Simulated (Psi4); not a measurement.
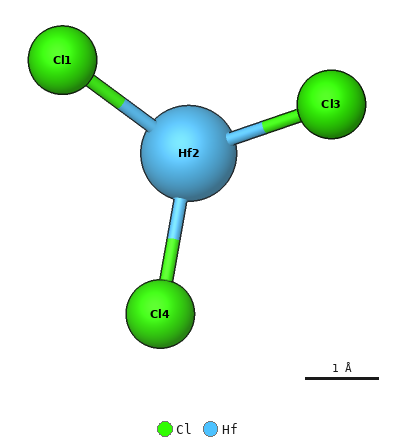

**Figure 1.** The structure (ball-and-stick view, seen on its broad side; atoms are numbered from 1 in the order of the input). Sticks mark near contacts.

**Single-point calculation of HfCl3**

The run: single-point calculation of HfCl3, multiplicity 2. Method and program: B3LYP/def2-SVP, UKS, dispersion D3(BJ), core potentials def2 (Psi4 1.11).

### The program's output
```
Psi4 1.11 release

   => Loading Basis Set <=

    Name: DEF2-SVP
    Role: ORBITAL
    Keyword: BASIS

    !!!  WARNING: ECP capability is in beta. Please check occupations closely.  !!!

   => B3LYP-D3(BJ): Empirical Dispersion <=

        s6 =       1.000000
        s8 =       1.988900
        a1 =       0.398100
        a2 =       4.421100

         ---------------------------------------------------------
                                   SCF
                              UKS Reference
                        1 Threads,   1525 MiB Core
         ---------------------------------------------------------

  ==> Geometry <==

    Molecular point group: c1
    Full point group: C1

    Geometry (in Angstrom), charge = 0, multiplicity = 2:

       Center              X                  Y                   Z               Mass
    ------------   -----------------  -----------------  -----------------  -----------------
         CL          -0.232334695084     0.134130163797    -2.223043178966    34.968852682000
         HF          -0.232334695084     0.134130163797     0.094839821034   179.946557000000
         CL          -0.232334695084    -2.051113681357     0.867820771901    34.968852682000
         CL           1.660242743180     1.226761811273     0.867185255353    34.968852682000

  Running in c1 symmetry.

  Rotational constants: A =      0.05813  B =      0.05811  C =      0.03365 [cm^-1]
  Rotational constants: A =   1742.57295  B =   1742.13579  C =   1008.76058 [MHz]
  Nuclear repulsion =  260.933708631101126

  Charge       = 0
  Multiplicity = 2
  Electrons    = 63
  Nalpha       = 32
  Nbeta        = 31

  ==> Algorithm <==

  SCF Algorithm Type is DF.
  DIIS enabled.
  MOM disabled.
  Fractional occupation disabled.
  Guess Type is SAD.
  Energy threshold   = 1.00e-06
  Density threshold  = 1.00e-06
  Integral threshold = 1.00e-12

  ==> Primary Basis <==

  Basis Set: DEF2-SVP
    Blend: DEF2-SVP
    Number of shells: 36
    Number of basis functions: 86
    Number of Cartesian functions: 94
    Spherical Harmonics?: true
    Max angular momentum: 3

  Core potential: DEF2-SVP
    Number of shells: 4
    Number of ECP primitives: 10
    Number of ECP core electrons: 60
    Max angular momentum: 3

  ==> DFT Potential <==

   => LibXC <=

    Version 7.1.2

   => Composite Functional: B3LYP-D3BJ2B <=

    B3LYP-d3bj2b Hyb-GGA Exchange-Correlation Functional

    Deriv               =              1
    GGA                 =           TRUE
    Meta                =          FALSE

    Exchange Hybrid     =           TRUE
    MP2 Hybrid          =          FALSE

   => Exchange Functionals <=

    0.0800   Slater exchange
    0.7200         Becke 88

   => Exact (HF) Exchange <=

    0.2000               HF

   => Correlation Functionals <=

    0.1900   Vosko, Wilk & Nusair (VWN5_RPA)
    0.8100   Lee, Yang & Parr

   => LibXC Density Thresholds  <==

    XC_HYB_GGA_XC_B3LYP:  1.00E-15

   => Molecular Quadrature <=

    Radial Scheme          =       TREUTLER
    Pruning Scheme         =           NONE
    Nuclear Scheme         =       TREUTLER

    Blocking Scheme        =         OCTREE
    BS radius alpha        =              1
    Pruning alpha          =              1
    Radial Points          =             75
    Spherical Points       =            302
    Total Points           =          87073
    Total Blocks           =            756
    Max Points             =            255
    Max Functions          =             79
    Weights Tolerance      =       1.00E-15

   => Loading Basis Set <=

    Name: (DEF2-SVP AUX)
    Role: JKFIT
    Keyword: DF_BASIS_SCF

  ==> Integral Setup <==

  DFHelper Memory: AOs need 0.037 GiB; user supplied 0.971 GiB.
  SCF_SUBTYPE=INCORE selected. In-core MEM_DF algorithm will be used.
  Using in-core AOs.

  ==> MemDFJK: Density-Fitted J/K Matrices <==

    J tasked:                   Yes
    K tasked:                   Yes
    wK tasked:                   No
    Memory [MiB]:               993
    Algorithm:                 Core
    Schwarz Cutoff:           1E-12
    Mask sparsity (%):       5.7599
    Fitting Condition:        1E-10

   => Auxiliary Basis Set <=

  Basis Set: (DEF2-SVP AUX)
    Blend: DEF2-UNIVERSAL-JKFIT
    Number of shells: 159
    Number of basis functions: 611
    Number of Cartesian functions: 806
    Spherical Harmonics?: true
    Max angular momentum: 6

  Cached 100.0% of DFT collocation blocks in 0.147 [GiB].

  Minimum eigenvalue in the overlap matrix is 1.2474402192E-02.
  Reciprocal condition number of the overlap matrix is 3.3142293989E-03.
    Using symmetric orthogonalization.

  ==> Pre-Iterations <==

  SCF Guess: Superposition of Atomic Densities via on-the-fly atomic UHF (no occupation information).

   -------------------------
    Irrep   Nso     Nmo
   -------------------------
     A         86      86
   -------------------------
    Total      86      86
   -------------------------

  ==> Iterations <==

                           Total Energy        Delta E     RMS |[F,P]|

   @DF-UKS iter SAD: -1428.16380011513752   -1.42816e+03   0.00000e+00
   @DF-UKS iter   1: -1428.36514391667492   -2.01344e-01   4.54203e-03 DIIS/ADIIS
   @DF-UKS iter   2: -1428.31747575152554    4.76682e-02   5.64505e-03 DIIS/ADIIS
   @DF-UKS iter   3: -1428.43230454894297   -1.14829e-01   1.66628e-03 DIIS/ADIIS
   @DF-UKS iter   4: -1428.44597460406294   -1.36701e-02   2.71675e-04 DIIS/ADIIS
   @DF-UKS iter   5: -1428.44630310599882   -3.28502e-04   7.51107e-05 DIIS
   @DF-UKS iter   6: -1428.44633585653060   -3.27505e-05   2.16085e-05 DIIS
   @DF-UKS iter   7: -1428.44634080027117   -4.94374e-06   8.99117e-06 DIIS
   @DF-UKS iter   8: -1428.44634310957122   -2.30930e-06   3.59056e-06 DIIS
   @DF-UKS iter   9: -1428.44634363727664   -5.27705e-07   1.31770e-06 DIIS
   @DF-UKS iter  10: -1428.44634376414433   -1.26868e-07   4.87182e-07 DIIS
  Energy and wave function converged.

  ==> Post-Iterations <==

   Electrons on quadrature grid:
      Nalpha   =   31.9999939758 ; deviation = -6.024e-06
      Nbeta    =   30.9999939579 ; deviation = -6.042e-06
      Ntotal   =   62.9999879337 ; deviation = -1.207e-05

   @Spin Contamination Metric:   1.229898283E-03
   @S^2 Expected:                7.500000000E-01
   @S^2 Observed:                7.512298983E-01
   @S   Expected:                5.000000000E-01
   @S   Observed:                5.000000000E-01

    Orbital Energies [Eh]
    ---------------------

    Alpha Occupied:

       1A   -101.513157     2A   -101.513132     3A   -101.513123
       4A     -9.468616     5A     -9.468600     6A     -9.468591
       7A     -7.232280     8A     -7.232256     9A     -7.232237
      10A     -7.230220    11A     -7.230195    12A     -7.230188
      13A     -7.230040    14A     -7.230030    15A     -7.230009
      16A     -2.535516    17A     -1.382832    18A     -1.382828
      19A     -1.376362    20A     -0.824539    21A     -0.814427
      22A     -0.814412    23A     -0.406361    24A     -0.387021
      25A     -0.387009    26A     -0.366401    27A     -0.366398
      28A     -0.359042    29A     -0.345720    30A     -0.345720
      31A     -0.335375    32A     -0.201814

    Alpha Virtual:

      33A     -0.084988    34A     -0.084984    35A     -0.050539
      36A     -0.050531    37A     -0.037883    38A      0.016058
      39A      0.038179    40A      0.038181    41A      0.100279
      42A      0.161338    43A      0.163440    44A      0.163443
      45A      0.190623    46A      0.190630    47A      0.423003
      48A      0.479805    49A      0.479819    50A      0.519860
      51A      0.567817    52A      0.567820    53A      0.570172
      54A      0.605031    55A      0.614168    56A      0.614179
      57A      0.657028    58A      0.657044    59A      0.682972
      60A      0.757128    61A      0.761589    62A      0.761612
      63A      0.775833    64A      0.775841    65A      0.780766
      66A      0.821996    67A      0.822018    68A      0.875882
      69A      0.877712    70A      0.878793    71A      0.878795
      72A      0.989452    73A      0.989502    74A      1.036930
      75A      1.087609    76A      1.087617    77A      1.106255
      78A      1.110077    79A      1.110967    80A      1.111018
      81A      1.212780    82A      1.399091    83A      1.399134
      84A      1.475948    85A     70.969896    86A    705.532984

    Beta Occupied:

       1A   -101.513162     2A   -101.513137     3A   -101.513129
       4A     -9.468609     5A     -9.468592     6A     -9.468584
       7A     -7.232284     8A     -7.232260     9A     -7.232242
      10A     -7.230244    11A     -7.230219    12A     -7.230212
      13A     -7.230059    14A     -7.230050    15A     -7.230029
      16A     -2.523357    17A     -1.373137    18A     -1.373136
      19A     -1.348923    20A     -0.824284    21A     -0.814276
      22A     -0.814263    23A     -0.405279    24A     -0.385956
      25A     -0.385945    26A     -0.365504    27A     -0.365502
      28A     -0.356176    29A     -0.345682    30A     -0.345681
      31A     -0.335577

    Beta Virtual:

      32A     -0.097888    33A     -0.073225    34A     -0.073214
      35A     -0.046010    36A     -0.046004    37A     -0.019807
      38A      0.022997    39A      0.039120    40A      0.039124
      41A      0.107438    42A      0.167352    43A      0.167366
      44A      0.179301    45A      0.192320    46A      0.192328
      47A      0.447814    48A      0.481934    49A      0.481952
      50A      0.520537    51A      0.572952    52A      0.582304
      53A      0.582323    54A      0.619262    55A      0.619280
      56A      0.629955    57A      0.658121    58A      0.658135
      59A      0.692612    60A      0.756987    61A      0.761467
      62A      0.761490    63A      0.775864    64A      0.775872
      65A      0.783148    66A      0.823867    67A      0.823893
      68A      0.875814    69A      0.882897    70A      0.882905
      71A      0.884430    72A      0.993133    73A      0.993192
      74A      1.040127    75A      1.094849    76A      1.094857
      77A      1.110848    78A      1.112263    79A      1.112311
      80A      1.112945    81A      1.222408    82A      1.400547
      83A      1.400589    84A      1.481127    85A     70.946383
      86A    705.436506

    Final Occupation by Irrep:
              A
    DOCC [    31 ]
    SOCC [     1 ]
    NA   [    32 ]
    NB   [    31 ]

  @DF-UKS Final Energy: -1428.44634376414433

   => Energetics <=

    Nuclear Repulsion Energy =            260.9337086311011262
    One-Electron Energy =               -2505.7086846632437300
    Two-Electron Energy =                 889.5277788426765255
    DFT Exchange-Correlation Energy =     -73.1891496434205067
    Empirical Dispersion Energy =          -0.0099969312577891
    VV10 Nonlocal Energy =                  0.0000000000000000
    Total Energy =                      -1428.4463437641443306

  UHF NO Occupations:
  HONO-2 :   30  A 1.9998800
  HONO-1 :   31  A 1.9997702
  HONO-0 :   32  A 1.0000000
  LUNO+0 :   33  A 0.0002298
  LUNO+1 :   34  A 0.0001200
  LUNO+2 :   35  A 0.0001195
  LUNO+3 :   36  A 0.0000827

Computation Completed

Properties will be evaluated at   0.000000,   0.000000,   0.000000 [a0]

Properties computed using the SCF density matrix

 Multipole Moments:

 ------------------------------------------------------------------------------------
     Multipole            Electronic (a.u.)      Nuclear  (a.u.)        Total (a.u.)
 ------------------------------------------------------------------------------------

 L = 1.  Multiply by 2.5417464519 to convert [e a0] to [Debye]
 Dipole X            :        -33.6934753           33.1396181           -0.5538572
 Dipole Y            :         19.4519386          -19.1319785            0.3199601
 Dipole Z            :         13.7538377          -13.5277060            0.2261317
 Magnitude           :                                                    0.6784304

 ------------------------------------------------------------------------------------

	total time  =          5 seconds =       0.08 minutes

    Psi4 run time: 0:00:05.05
```

The run was set up as follows.

### Input file (calc.dat)
```
memory 1600 mb

molecule {
  0 2
  Cl
  Hf 1 2.317883
  Cl 2 2.317928 1 109.48009
  Cl 2 2.317803 1 109.46452 3 119.9989
  symmetry c1
}

set {
  basis def2-SVP
  reference uks
}

result = energy("b3lyp-d3(bj)")
```

Launch command:
```bash
psi4 calc.dat calc.out -n 1
```

### Key numbers

| quantity | value |
| --- | --- |
| outcome | converged |
| total energy | −1428.446344 hartree |
| dispersion energy | −0.009997 hartree |
| basis functions | 86 |
| ⟨S²⟩ | 0.751 |
| dipole moment | 1.72 D |
| hardware | 1 thread of Intel Xeon (Granite Rapids), 32 GiB of memory available, shared host |
| wall time | 6 s |
| peak memory | 0.41 GiB |
